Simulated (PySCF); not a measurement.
**C4H11NOSi2: density, localisation and related maps**

```xyz
19

O     0.6883   -2.8295   -0.2532
C    -0.3018   -2.1647   -0.0810
Si   -0.3217   -0.2517   -0.2806
C     1.3843    0.3042   -0.8890
Si    2.8176   -0.1860    0.2698
C    -1.9060    0.5281   -1.0305
C    -2.1491    1.1991    0.3247
N    -1.0933    0.5149    1.0564
H    -1.2448   -2.6729    0.2160
H     1.3920    1.3847   -1.0336
H     1.5791   -0.1391   -1.8647
H     2.4583    0.1319    1.6560
H     3.1398   -1.5991    0.1380
H     3.9876    0.6227   -0.0987
H    -1.7648    1.2343   -1.8407
H    -2.7004   -0.1565   -1.3084
H    -2.0007    2.2827    0.2900
H    -3.1349    0.9979    0.7525
H    -0.8392    0.8081    1.9848
```

Geometry: GFN2-xTB.

Computed with PBE0/pcSseg-1, SCF density, gas phase, non-relativistic in PySCF.

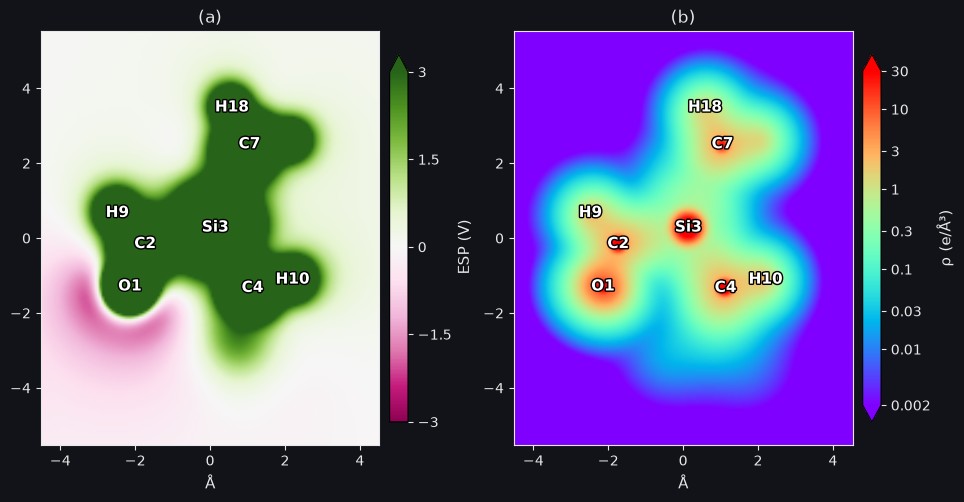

Figure 1. (a) molecular electrostatic potential; (b) electron density on the plane of atoms C2, Si3 and C4.

Describe what can be read from this map.

- Atoms in the plane: O, C, Si and H.
- C–O (1.20 Å): ρ at the midpoint is about 3.3 e/Å³.
- C–Si (1.89 Å): ρ is about 0.91 e/Å³ halfway.
- C–H (1.11 Å): the density is about 2 e/Å³ at the midpoint.
- Outside the dense part of the molecule the potential is most negative (−2.0 V) near O1.

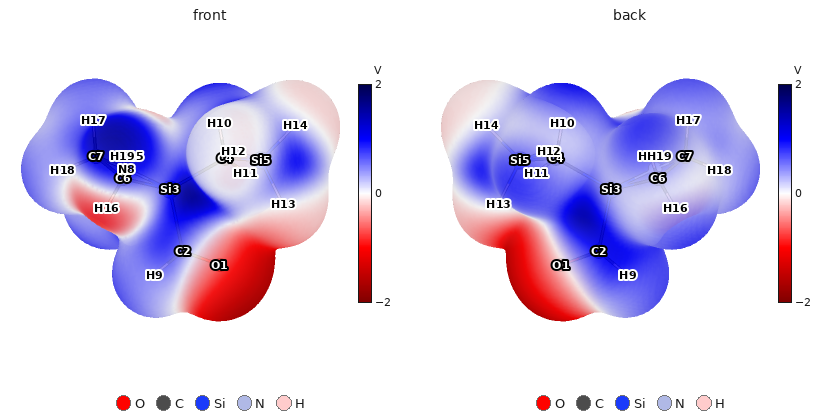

Figure 2. The molecular electrostatic potential painted on the density surface at 0.002 e/bohr³, seen from the front and from behind; the colour scale runs from red (negative) to blue (positive).

Where is the surface potential most negative and most positive?

The most negative region (about −1.6 V) lies over O1, the most positive (about +1.5 V) over Si3 and H19. O1 is the likeliest acceptor of a hydrogen bond.

What dipole moment does the calculation give?

Its dipole moment is 2.77 D.
